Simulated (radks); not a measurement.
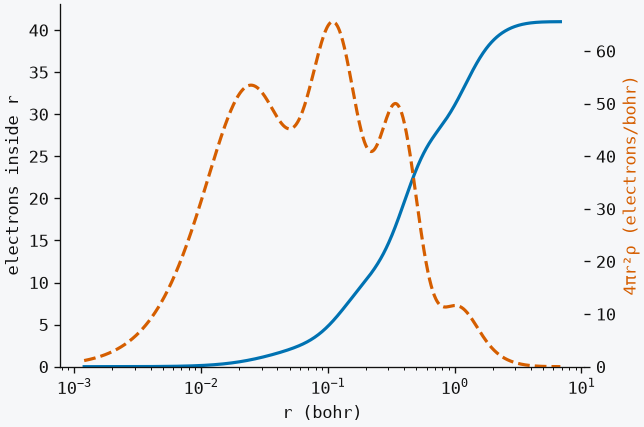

The Mo⁺ ion in the configuration [Kr] 4d5 (4d3/2: 4, 4d5/2: 1). Computed with the in-house radial solver radks: Dirac Kohn-Sham, PBEsol, spin-unpolarised, spherical densities, point nucleus.

```
Z 42
configuration [Kr] 4d5
relativity Dirac
functional pbe_sol,pbe_sol
spin unpolarised
j_filling energy
nucleus point
c 137.035999084
```

The plot shows the number of electrons inside radius r (solid) and the radial density 4πr²ρ (dashed).

Q: What does the plot show?

Answer: The count levels off at 41 electrons. Half of them lie within 0.421 bohr, 90 % within 1.61 bohr and 99 % within 3.23 bohr. The radial density has minima at 0.0498, 0.221 and 0.846 bohr, where the count stands at 2.1, 11.1 and 29.3; these part the shells that the density resolves.
